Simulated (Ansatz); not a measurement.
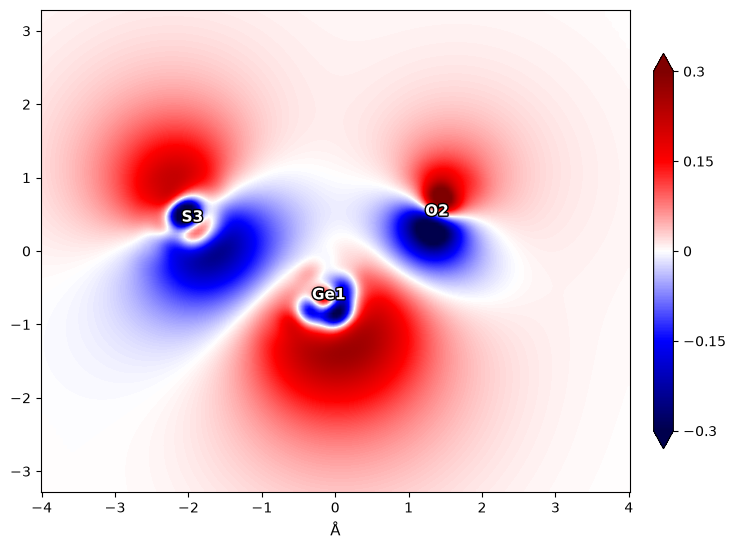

*GeH$_{2}$OS (charge −1, doublet). The HOMO (α) on the plane of atoms O2, Ge1 and S3 (values in Å⁻³ᐟ²; the overall sign is arbitrary).*

Geometry: PBE0-D3(BJ)/def2-SVPD.

All numbers below come from isolated molecule in a Gaussian basis; Kohn-Sham density functional theory, functional PBE0 in Ansatz 0.2.0.

| atom | x (Å) | y (Å) | z (Å) |
| --- | --- | --- | --- |
| Ge | 0.6178 | -0.9568 | -0.1338 |
| O | 0.5575 | -0.5963 | 1.6975 |
| S | 2.3282 | -0.1075 | -1.0830 |
| H | -0.3485 | -0.7161 | 1.9978 |
| H | -0.7718 | -0.3061 | -0.5781 |

**Describe this orbital and give its energy.**

By Hirshfeld shares it lies mainly on Ge1 (about 50 %), S3 (about 35 %), H5 (about 10 %) and O2 (about 5 %). Its energy is −0.40 eV.
